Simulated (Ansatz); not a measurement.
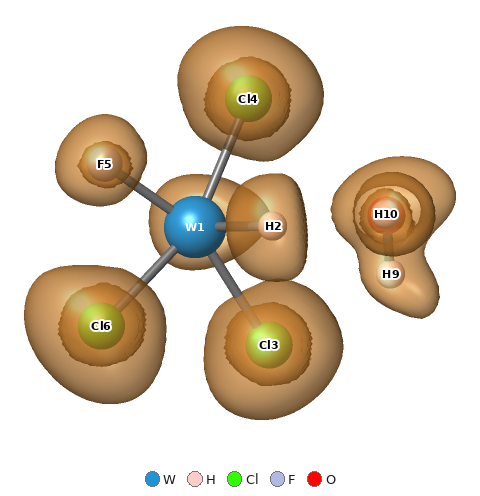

Cl₃FH₂W···H₂O. Isosurface of the electron localisation function at 0.75 (orange), seen across its widest extent. Core shells and regions of very low density are left out.

Core potentials replace the inner electrons of W; not at a stationary point (largest force 0.7 eV/Å).

Theory: RKS PBE-D4/def2-SVP (Ansatz 0.2.0).

```xyz
10

W    -0.2017   -0.1941   -0.0969
H     0.2857    0.3011    1.4638
Cl    2.0995   -0.7576   -0.1123
Cl   -0.8750    2.0215   -0.1283
F    -2.0708   -0.4544   -0.2381
Cl   -0.3975   -2.5279   -0.0700
H     0.4730    0.4482   -1.4918
O     1.7456    1.8049    1.3724
H     2.4842    1.1717    1.2509
H     1.4034    1.5630    2.2687
```

Identify the bonds, lone pairs and shells in this picture.

Answer. The ELF exceeds this value in two regions around hydrogen nuclei, three regions wrapped around Cl (the valence shell of each), one region wrapped around F (its valence shell) and one joined region spread over several atoms (H, O), in which their bonds and any lone pairs are merged. Along the contacts the grid gives the following. W1···O8 (3.15 Å): the ELF dips to about 0.10 between them. W–F (1.89 Å): the ELF peaks at about 0.85 in the valence shell of F, 0.5 Å from its nucleus, and drops to about 0.20 between the two atoms.
